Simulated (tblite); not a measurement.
# Molecular dynamics, with input and output: C5H5O3P (part 1 of 2)

The run: molecular dynamics of C5H5O3P, SMILES COC(=O)c1occp1. Method and program: GFN2-xTB Langevin dynamics, gas phase (tblite 0.8.0).

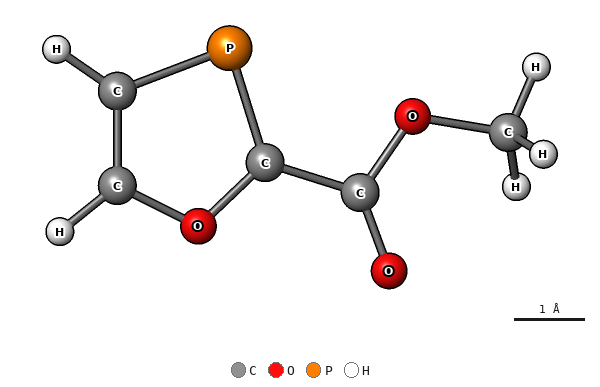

Fig. 1: The starting structure (ball-and-stick view, seen at a tilt).

Input file:
```
{"job": {"kind": "md", "xc": "GFN2-xTB", "basis": "xTB", "temperature": 200, "steps": 2000, "every": 50}, "charge": 0, "multiplicity": 1}
C      2.902654     0.128110    -0.557088
O      1.486734     0.168410    -0.635992
C      0.819527    -0.172962     0.485566
O      1.347599    -0.512994     1.512760
C     -0.610256    -0.059236     0.221679
O     -1.496665    -0.371336     1.184380
C     -2.737943    -0.205798     0.752491
C     -2.867565     0.231448    -0.529056
P     -1.287222     0.461342    -1.279463
H      3.230213    -0.812646    -0.109693
H      3.267459     0.217483    -1.576974
H      3.270630     0.956047     0.053203
H     -3.513335    -0.435910     1.463328
H     -3.812509     0.407569    -1.007308
```

The first line tells a small driver script what to run in tblite; the rest is the geometry in Å.

Command:
```bash
OMP_NUM_THREADS=1 python <driver script> task.json out
```

What the program printed:
```
t/fs     T/K      E/eV
    0.0   154.9   -760.76380
   25.0   144.0   -760.67140
   50.0   168.4   -760.66825
   75.0   119.1   -760.52136
  100.0   187.9   -760.62935
  125.0   145.4   -760.49212
  150.0   161.7   -760.47509
  175.0   247.3   -760.42871
  200.0   225.6   -760.38308
  225.0   250.9   -760.30376
  250.0   250.8   -760.21417
  275.0   332.7   -760.42615
  300.0   213.8   -760.33047
  325.0   201.1   -760.40402
  350.0   216.9   -760.48907
  375.0   228.1   -760.48970
  400.0   203.7   -760.45517
  425.0   187.3   -760.44079
  450.0   185.9   -760.47519
  475.0   104.2   -760.44544
  500.0   158.8   -760.51560
  525.0   149.5   -760.50829
  550.0   140.8   -760.49912
  575.0   172.1   -760.52478
  600.0   171.5   -760.48127
  625.0   163.7   -760.50451
  650.0   218.7   -760.60720
  675.0   166.5   -760.53751
  700.0   201.6   -760.60065
  725.0   200.6   -760.57010
  750.0   148.8   -760.37700
  775.0   135.8   -760.45883
  800.0   163.9   -760.45086
  825.0   163.3   -760.56001
  850.0   108.8   -760.45359
  875.0   194.5   -760.54624
  900.0   191.9   -760.52193
  925.0   128.6   -760.47817
  950.0   140.3   -760.44479
  975.0   160.9   -760.48258
 1000.0   187.7   -760.47779
```

Trajectory as extended XYZ (Å, eV, eV/Å), 33 of the 41 frames kept, from step=0 to step=40:
```
14
Properties=species:S:1:pos:R:3:forces:R:3 step=0 time_fs=0.0 energy=-760.76380 temperature=154.9
C     2.9027    0.1281   -0.5571   -0.0008  -0.0015  -0.0027
O     1.4867    0.1684   -0.6360   -0.0004   0.0063   0.0010
C     0.8195   -0.1730    0.4856   -0.0024   0.0032  -0.0011
O     1.3476   -0.5130    1.5128   -0.0059  -0.0001  -0.0002
C    -0.6103   -0.0592    0.2217   -0.0002  -0.0065  -0.0002
O    -1.4967   -0.3713    1.1844   -0.0030   0.0007  -0.0009
C    -2.7379   -0.2058    0.7525   -0.0003   0.0022  -0.0018
C    -2.8676    0.2314   -0.5291   -0.0004  -0.0032   0.0016
P    -1.2872    0.4613   -1.2795    0.0016  -0.0050   0.0067
H     3.2302   -0.8126   -0.1097   -0.0006   0.0013  -0.0004
H     3.2675    0.2175   -1.5770    0.0024   0.0026   0.0008
H     3.2706    0.9560    0.0532    0.0004  -0.0039  -0.0015
H    -3.5133   -0.4359    1.4633    0.0053   0.0033  -0.0050
H    -3.8125    0.4076   -1.0073    0.0043   0.0006   0.0040
14
Properties=species:S:1:pos:R:3:forces:R:3 step=1 time_fs=25.0 energy=-760.67140 temperature=144.0
C     2.8461    0.1103   -0.6210   -0.1534   0.1671   0.5168
O     1.4271    0.1221   -0.6351    0.0055   0.0692  -0.1433
C     0.7746   -0.1567    0.5185    0.7774  -0.2638   0.3371
O     1.3068   -0.4296    1.5784   -0.4876   0.2824  -1.0484
C    -0.6389   -0.0813    0.2031    0.1500  -0.1164   0.5687
O    -1.5103   -0.4241    1.1667   -0.0146   0.0922  -0.1371
C    -2.7489   -0.2147    0.7502    0.3514  -0.3593   0.1057
C    -2.8609    0.2736   -0.5073   -1.0661   0.2308  -0.3114
P    -1.3068    0.4872   -1.2801    0.2747   0.1511  -0.0223
H     3.1501   -0.7181    0.0177    0.3124  -0.0863  -0.0334
H     3.1981   -0.0088   -1.6455   -0.1144   0.0567   0.1669
H     3.1980    1.0502   -0.1679    0.0844  -0.2110  -0.2461
H    -3.4918   -0.5759    1.4222   -0.4557   0.1438   0.2427
H    -3.8265    0.5242   -0.9363    0.3359  -0.1566   0.0043
14
Properties=species:S:1:pos:R:3:forces:R:3 step=2 time_fs=50.0 energy=-760.66825 temperature=168.4
C     2.8083    0.0796   -0.6362   -0.0478   0.0654   0.2586
O     1.3945    0.1286   -0.6604   -0.6849  -0.3310   0.1887
C     0.7298   -0.1691    0.4949    0.1920   0.1381  -0.2841
O     1.2854   -0.3506    1.5473   -0.1652  -0.1469  -0.0713
C    -0.7122   -0.1610    0.2189    0.3267   0.4419   0.0160
O    -1.5996   -0.4486    1.1975   -0.1942   0.2297  -0.6467
C    -2.8412   -0.1908    0.7625    0.0228  -0.4318   1.6359
C    -2.9637    0.3257   -0.4652    0.3806   0.0636  -1.0615
P    -1.3665    0.5048   -1.2449   -0.2116  -0.3111   0.5164
H     3.1370   -0.6547    0.1161    0.0056   0.1908  -0.2536
H     3.1172   -0.2013   -1.6469    0.0582   0.0867   0.2479
H     3.1757    1.0750   -0.3584    0.1693  -0.1839  -0.1127
H    -3.6089   -0.3792    1.5208    0.2854   0.0141  -0.4894
H    -3.8933    0.5087   -0.9621   -0.1368   0.1745   0.0558
14
Properties=species:S:1:pos:R:3:forces:R:3 step=4 time_fs=100.0 energy=-760.62935 temperature=187.9
C     2.7154    0.1430   -0.6755   -0.5975   0.2497   0.2889
O     1.2818    0.1644   -0.6739    0.7381   0.3488  -0.4437
C     0.6955   -0.1274    0.4869    0.3360  -0.6264   0.9094
O     1.2724   -0.4161    1.5217   -0.4864   0.3416  -0.8398
C    -0.7309   -0.1007    0.2605   -0.5568   0.3261  -0.4095
O    -1.5625   -0.4565    1.2532    0.2218  -0.1855  -0.1807
C    -2.8192   -0.3159    0.8806   -0.4070   0.1638   0.8893
C    -3.0305    0.1903   -0.3499    0.0554   0.6895  -0.9004
P    -1.4937    0.4826   -1.2092   -0.0409  -0.4299   1.1269
H     2.9938   -0.1745    0.3189    0.4468  -0.3115   0.2671
H     3.0274   -0.5432   -1.4416    0.2282  -0.2344  -0.2518
H     3.1199    1.1378   -0.8392   -0.1344   0.1419  -0.2130
H    -3.5389   -0.5329    1.6652    0.0780  -0.0378  -0.3063
H    -3.9821    0.5340   -0.7322    0.1186  -0.4359   0.0635
14
Properties=species:S:1:pos:R:3:forces:R:3 step=5 time_fs=125.0 energy=-760.49212 temperature=145.4
C     2.7340    0.1142   -0.7167   -1.3646   0.3956   0.4383
O     1.2638    0.1803   -0.6548    1.7762  -0.0096  -0.6961
C     0.6628   -0.1780    0.4748    1.7813   0.1525   1.5190
O     1.2326   -0.4479    1.5295   -0.7510   0.1516  -1.4668
C    -0.7381   -0.0833    0.2458   -0.4916  -0.1915   0.7853
O    -1.4954   -0.5047    1.2814   -0.1977   0.3753  -0.3499
C    -2.7559   -0.3823    0.9451   -1.0424  -0.8560   0.0384
C    -3.0416    0.0741   -0.2995    0.3082  -0.1915  -0.4685
P    -1.5419    0.4854   -1.1632   -0.3642  -0.1793   0.1421
H     3.1059   -0.0263    0.2958    0.0362  -0.1777   0.0362
H     2.9843   -0.7009   -1.3729    0.1833  -0.2465  -0.1583
H     3.0856    1.0654   -1.1005   -0.0366   0.0571  -0.1549
H    -3.4941   -0.8362    1.5908    0.1566   0.2286   0.2870
H    -4.0214   -0.0310   -0.7301    0.0065   0.4913   0.0480
14
Properties=species:S:1:pos:R:3:forces:R:3 step=6 time_fs=150.0 energy=-760.47509 temperature=161.7
C     2.7712    0.0637   -0.7315   -0.6362   0.2190   0.0211
O     1.3398    0.2009   -0.7004   -0.0445  -0.2003   0.4046
C     0.7185   -0.1163    0.4646   -0.8954   0.0825  -1.7639
O     1.2770   -0.5281    1.4200    0.8918  -0.4476   1.6506
C    -0.7337   -0.0097    0.2862   -0.7472  -0.8861   1.4765
O    -1.5548   -0.5419    1.2944    2.0506   0.2251  -0.0517
C    -2.8070   -0.5364    0.9700   -0.5656   0.6781  -0.7665
C    -3.0755   -0.0502   -0.2794   -0.0982   0.2809   0.6312
P    -1.6230    0.4909   -1.0732    0.2420   0.3489  -1.1395
H     3.1870    0.2355    0.2782   -0.1146  -0.2425  -0.5145
H     3.0569   -0.9099   -1.1618   -0.1390   0.2668   0.4037
H     3.0218    0.8534   -1.4229    0.6127   0.1989  -0.1223
H    -3.5338   -0.7756    1.7209    0.0528  -0.3461   0.1453
H    -4.0528    0.1774   -0.6118   -0.6093  -0.1777  -0.3748
14
Properties=species:S:1:pos:R:3:forces:R:3 step=8 time_fs=200.0 energy=-760.38308 temperature=225.6
C     2.6776   -0.0732   -0.7412   -0.1363   1.0098   0.8835
O     1.3025    0.3252   -0.7176    0.0037  -0.4976   0.7551
C     0.6573   -0.1220    0.4318    2.7751  -0.7032  -0.6440
O     1.2756   -0.6342    1.3421   -0.3057   0.4749  -0.2523
C    -0.7333   -0.1287    0.2674   -0.6646  -0.2105   0.9976
O    -1.3979   -0.7879    1.2497   -0.3699   0.5986  -0.5299
C    -2.6939   -0.7484    0.9867   -0.3256   0.3686   0.0314
C    -3.0900   -0.1021   -0.1485    1.8109  -0.0752   0.1477
P    -1.6336    0.5682   -0.9829   -1.2873  -0.1108  -0.4241
H     3.2192    0.4645    0.0664   -0.1431  -0.1443  -0.4654
H     2.7625   -1.1190   -0.5254   -0.0317  -0.6974   0.0607
H     3.0956    0.1497   -1.7027   -0.0223   0.2537  -0.4160
H    -3.2784   -1.0909    1.8145   -0.4280  -0.4331  -0.0683
H    -4.0545   -0.0831   -0.5591   -0.8752   0.1666  -0.0761
14
Properties=species:S:1:pos:R:3:forces:R:3 step=9 time_fs=225.0 energy=-760.30376 temperature=250.9
C     2.7094   -0.1047   -0.8956   -0.5080  -0.1815   0.7802
O     1.3670    0.3339   -0.6436   -0.1695  -0.7356  -0.3594
C     0.6879   -0.2670    0.3958    0.8658   1.1782  -1.3524
O     1.2346   -0.6861    1.3626    0.6566  -0.8219   0.9734
C    -0.7321   -0.2436    0.1761   -0.0107  -0.1537   0.8428
O    -1.4079   -0.8896    1.1618   -0.0185  -0.1006  -0.4972
C    -2.7101   -0.7977    0.9513    0.2460  -1.2617   1.4549
C    -3.0343   -0.0873   -0.1307   -2.7999   1.3257  -0.6079
P    -1.6978    0.5820   -0.9761    1.1653   0.3381  -0.7255
H     3.4102    0.4128   -0.2773    0.4472   0.7134   0.4650
H     2.8487   -1.1506   -0.6480   -0.3182  -0.4097   0.0242
H     2.9490    0.0442   -1.9241   -0.1506   0.2724  -0.6909
H    -3.3027   -1.4100    1.6450    0.1271   0.6160  -0.4317
H    -4.0441    0.2892   -0.3662    0.4674  -0.7791   0.1244
14
Properties=species:S:1:pos:R:3:forces:R:3 step=10 time_fs=250.0 energy=-760.21417 temperature=250.8
C     2.7152   -0.1031   -0.9795   -0.3713  -2.1104  -0.1093
O     1.3676    0.1817   -0.6591    0.0668   0.2312  -0.1235
C     0.7909   -0.3439    0.4444   -1.1152   0.2975  -0.8813
O     1.3018   -0.8075    1.4227    0.3337  -0.0230  -0.2818
C    -0.6705   -0.2613    0.1855   -2.1478  -0.4514   0.8266
O    -1.4795   -0.9891    1.0658    0.9756   0.8933  -0.0985
C    -2.7824   -0.7852    0.9006    1.3664  -0.8754   0.2671
C    -3.1492    0.0036   -0.1273    0.3036  -0.3081  -0.2024
P    -1.6977    0.6063   -0.9586    0.6357  -0.1364   0.3177
H     3.4339    0.4683   -0.4613    0.6034   1.0567   0.5841
H     2.8896   -1.1655   -0.6509    0.0849   0.6051  -0.4524
H     2.8439   -0.0256   -2.0708   -0.1986   0.0679   0.4850
H    -3.3357   -1.3949    1.5869   -0.4522   0.0792   0.0379
H    -4.1897    0.0057   -0.3730   -0.0849   0.6738  -0.3691
14
Properties=species:S:1:pos:R:3:forces:R:3 step=11 time_fs=275.0 energy=-760.42615 temperature=332.7
C     2.6931   -0.0787   -0.9588   -0.2460   0.5723  -0.0455
O     1.2706    0.0070   -0.7406    0.6217   0.8945  -2.0635
C     0.6936   -0.4066    0.3396    0.3248  -1.3228   2.4517
O     1.2952   -0.8809    1.2886   -0.2432   0.1631  -0.3099
C    -0.7608   -0.2852    0.2854   -0.6062  -0.4696  -0.0290
O    -1.5502   -1.0278    1.1317    0.6776   0.6160  -0.8362
C    -2.8301   -0.8225    0.8363    0.9337   0.1036   0.8741
C    -3.0952    0.0700   -0.1425   -0.3285  -0.2388   0.2711
P    -1.6058    0.6532   -0.8904   -0.2072   0.0772   0.1066
H     3.2334    0.6883   -0.3755   -0.3498  -0.1084  -0.1717
H     3.0964   -1.0424   -0.6340   -0.2433  -0.0062  -0.3333
H     2.7875    0.1483   -2.0481    0.1510  -0.4559   0.8855
H    -3.4850   -1.2809    1.5447   -0.3974  -0.2398  -0.0261
H    -4.1363    0.2908   -0.2434   -0.0872   0.4149  -0.7739
14
Properties=species:S:1:pos:R:3:forces:R:3 step=12 time_fs=300.0 energy=-760.33047 temperature=213.8
C     2.5614   -0.0056   -0.8796   -0.5119   1.8903   0.7843
O     1.1278   -0.0530   -0.9145    0.9120  -0.6771   1.4472
C     0.6697   -0.5422    0.2914   -0.4662   0.7328  -0.1928
O     1.3102   -0.9678    1.2183    0.3250  -0.0227  -0.5964
C    -0.7584   -0.3366    0.2853   -0.1021  -0.2082   0.3207
O    -1.5385   -0.9768    1.1568   -1.1947  -0.3449  -0.1221
C    -2.8561   -0.7587    0.8851    1.1471  -0.6583  -0.1335
C    -3.0349    0.1205   -0.1465   -2.0473  -0.2447   0.1173
P    -1.5559    0.6828   -0.8278    0.6943   0.7170  -0.9325
H     2.8553    0.9630   -0.3428   -0.2115  -1.0212  -0.7175
H     2.8921   -0.8138   -0.2579    0.5016  -0.5422  -0.0127
H     2.9225    0.0109   -1.8827    0.2458  -0.1700  -0.5003
H    -3.4959   -1.5072    1.3634    0.0692   0.8911  -0.0693
H    -4.0062    0.4237   -0.5784    0.6386  -0.3418   0.6078
14
Properties=species:S:1:pos:R:3:forces:R:3 step=14 time_fs=350.0 energy=-760.48907 temperature=216.9
C     2.5815   -0.0032   -1.0957   -0.1667  -0.2010   0.8210
O     1.1891   -0.0630   -0.8207   -0.6332  -0.2021  -0.0571
C     0.6975   -0.6239    0.2993   -0.4587   0.3844   0.4472
O     1.3118   -1.1452    1.1912    0.5257  -0.1722  -0.2065
C    -0.7595   -0.3893    0.3363    0.5470   0.4545  -0.5759
O    -1.5663   -0.9917    1.2001   -0.8485  -0.7074  -0.0699
C    -2.8362   -0.6869    0.9410   -0.3718   0.7813  -0.1879
C    -3.0747    0.3198    0.0208    0.9054  -1.5106   0.6809
P    -1.5462    0.7163   -0.7188    0.5344   0.9210  -0.8868
H     2.7515    1.0320   -1.3495    0.3167   0.3102  -0.2063
H     3.1253   -0.2434   -0.1538   -0.0768  -0.1780  -0.7848
H     2.7964   -0.6497   -1.9597    0.1315   0.0642   0.5252
H    -3.5972   -1.2604    1.4271   -0.0023  -0.0562   0.4792
H    -4.0260    0.6571   -0.3015   -0.4027   0.1119   0.0218
14
Properties=species:S:1:pos:R:3:forces:R:3 step=15 time_fs=375.0 energy=-760.48970 temperature=228.1
C     2.5269   -0.1293   -1.1213   -0.4925  -0.3356   0.3709
O     1.1349    0.0006   -0.8504   -0.2273  -0.5386   1.1081
C     0.6966   -0.5822    0.3303   -0.6012   0.1799  -1.0586
O     1.3911   -1.1879    1.1000   -0.0632   0.2219  -0.1204
C    -0.7644   -0.3533    0.3762    1.2986   0.4523  -1.0446
O    -1.5347   -1.0224    1.2082    1.2450  -0.7674   1.3667
C    -2.7770   -0.6678    1.1488   -0.4280   1.2554  -2.0821
C    -2.9891    0.2395    0.1109   -1.9100  -0.2004   1.0470
P    -1.5598    0.7475   -0.7368    0.2521  -0.6817   0.7764
H     2.8006    0.8032   -1.5851    0.3203   0.1065  -0.3802
H     3.0321   -0.2349   -0.1521    0.1766  -0.1846  -0.3151
H     2.6715   -1.0179   -1.7682    0.1626   0.5533   0.3184
H    -3.4786   -1.1542    1.7827   -0.2320  -0.1128   0.2170
H    -4.0137    0.5849   -0.0412    0.4990   0.0518  -0.2035
14
Properties=species:S:1:pos:R:3:forces:R:3 step=16 time_fs=400.0 energy=-760.45517 temperature=203.7
C     2.5483   -0.2152   -1.1177   -0.8931  -0.1976   0.3097
O     1.1811    0.0980   -0.7985    0.1706  -0.0904  -0.1755
C     0.7067   -0.5831    0.2551    0.8327   0.0421   0.6129
O     1.4583   -1.1813    0.9974   -0.9218  -0.1824  -0.0274
C    -0.7282   -0.3689    0.3599    1.4483   0.2403  -0.8432
O    -1.4360   -0.9662    1.2787    0.0991  -0.9127   1.2006
C    -2.6706   -0.6031    1.1906   -2.7859   0.3767   0.8876
C    -3.0486    0.2789    0.2003    1.1145  -0.6202   0.8658
P    -1.5701    0.6897   -0.6844   -0.6702   0.7109  -0.8710
H     2.8784    0.6514   -1.6501    0.5021   0.1976  -0.3694
H     3.1162   -0.4234   -0.2015   -0.0931   0.2158  -0.2319
H     2.4817   -1.1248   -1.7153    0.4704   0.0780  -0.2294
H    -3.3578   -0.9491    1.9963    0.6793   0.0232  -0.7568
H    -4.0527    0.6460    0.1635    0.0472   0.1186  -0.3717
14
Properties=species:S:1:pos:R:3:forces:R:3 step=18 time_fs=450.0 energy=-760.47519 temperature=185.9
C     2.5926   -0.0719   -1.2198   -0.2800  -0.6893   0.9009
O     1.2844    0.2048   -0.7205    0.6205   0.7579  -1.3340
C     0.8626   -0.5169    0.2733   -1.9303   0.0412   0.9224
O     1.4712   -1.2437    0.9999    0.9138  -0.5971   0.1970
C    -0.5886   -0.2702    0.4246   -0.7097   0.2889  -0.7411
O    -1.2378   -0.8879    1.3982   -0.2811  -0.4096   1.3654
C    -2.5334   -0.6098    1.4541    0.3090   0.7223  -1.0102
C    -2.9842    0.1997    0.4442   -0.5566   0.0830  -0.0110
P    -1.6679    0.6422   -0.6029    0.9645   0.2724  -0.5510
H     2.7693    0.6569   -1.9883    0.2730   0.0482  -0.2016
H     3.2993   -0.0579   -0.3841    0.1523   0.3890  -0.1588
H     2.5778   -1.1131   -1.5530    0.1764   0.1168  -0.4905
H    -3.0807   -0.9236    2.2953   -0.3220  -0.5956   0.6391
H    -4.0035    0.5588    0.2402    0.6702  -0.4282   0.4735
14
Properties=species:S:1:pos:R:3:forces:R:3 step=19 time_fs=475.0 energy=-760.44544 temperature=104.2
C     2.6545    0.0056   -1.1620   -0.2293  -1.4235   1.6754
O     1.2887    0.1964   -0.7423   -0.0421   0.5162  -0.6397
C     0.8007   -0.4862    0.3125    1.5025  -0.4774  -0.6717
O     1.4818   -1.2794    0.9167   -0.0793  -0.0201   0.3867
C    -0.5985   -0.2385    0.4961    0.0683   0.7901  -0.9856
O    -1.1477   -0.8488    1.5353    0.4941  -0.3409   0.3259
C    -2.4206   -0.6567    1.5317   -2.9271  -0.4290   0.6321
C    -2.9544    0.1054    0.5298    1.0777   0.0317  -0.5697
P    -1.6492    0.6409   -0.6030   -0.3486  -0.8426   1.5966
H     2.7832    0.6339   -2.0207    0.1461   0.0504  -0.2507
H     3.3096    0.2790   -0.2978   -0.2663  -0.0038  -0.7377
H     2.8384   -1.1042   -1.3439   -0.2353   1.2870  -0.0823
H    -3.0587   -1.2060    2.2823    1.0103   0.7321  -0.6568
H    -3.9996    0.2821    0.4132   -0.1709   0.1298  -0.0226
14
Properties=species:S:1:pos:R:3:forces:R:3 step=20 time_fs=500.0 energy=-760.51560 temperature=158.8
C     2.6470    0.0289   -1.0701    0.0920  -0.6973   0.3647
O     1.2713    0.2793   -0.7712    0.3852  -0.9251   0.4550
C     0.8318   -0.4971    0.2550    0.5501   0.1013   0.8148
O     1.5003   -1.2786    0.9037    0.0655   0.3824  -0.7590
C    -0.5444   -0.2226    0.5549   -1.2664   0.7476  -1.0865
O    -1.1784   -0.8052    1.5629    1.4665  -1.1698   1.2355
C    -2.4572   -0.6590    1.5549   -1.4084   0.4970  -0.4443
C    -2.9585    0.0420    0.4926    0.6236   0.3889   0.1883
P    -1.6416    0.6369   -0.4951    0.3307   0.0244  -0.5554
H     2.8843    0.6070   -1.9650    0.0219  -0.2556   0.2323
H     3.2568    0.3145   -0.1953   -0.0898   0.1903  -0.3930
H     2.8223   -1.0821   -1.1772   -0.2404   1.0267  -0.2717
H    -3.0305   -1.0533    2.3702    0.0764  -0.2412   0.1798
H    -3.9619    0.3311    0.3263   -0.6070  -0.0695   0.0392
```
